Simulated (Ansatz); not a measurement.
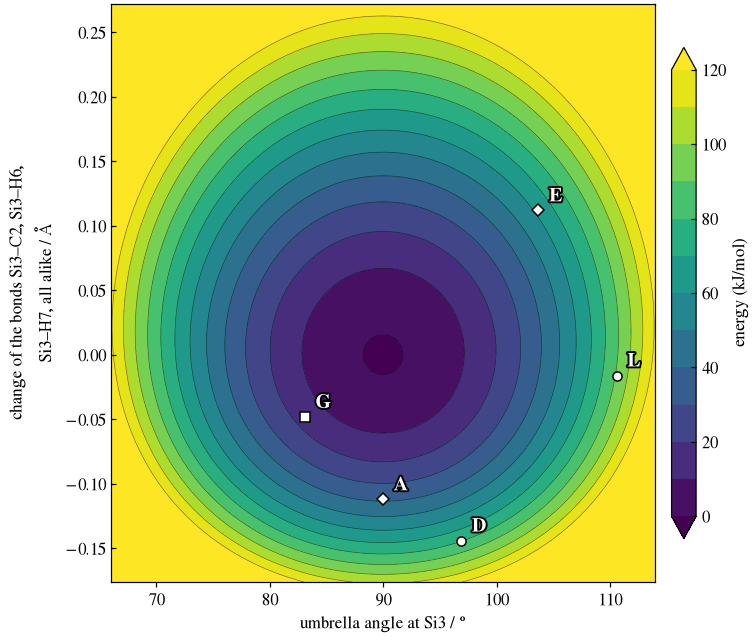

CH4FSi, SMILES FC[SiH2+], charge +1. The first coordinate is: umbrella angle at Si3 (between each of its bonds and their common axis; 90 is planar); the second: change of the bonds Si3–C2, Si3–H6, Si3–H7, all alike. Nothing is relaxed (all other coordinates rigid). Grid: 15 × 15 points; 120 points were computed and 105 follow by symmetry. Points are written as (first, second). Energies: kJ/mol, counted from the lowest grid point. Method: RKS B3LYP-D4/def2-TZVP (Ansatz).

Drawn: filled contours, one colour for all values above the top of the scale, lettered points. Between grid points the surface is interpolated.

**Is E the lowest point of the computed grid?**

No. E lies 62 kJ/mol above the lowest grid point, which is at (90.0°, 0.016 Å).

**What kind of point is each of A, D, E, G, L: minimum, saddle, maximum or slope?**

A: on a slope; D: on a slope; E: on a slope; G: on a slope; L: on a slope. (In these two coordinates alone; a stationary point may lie a little off the grid point.)
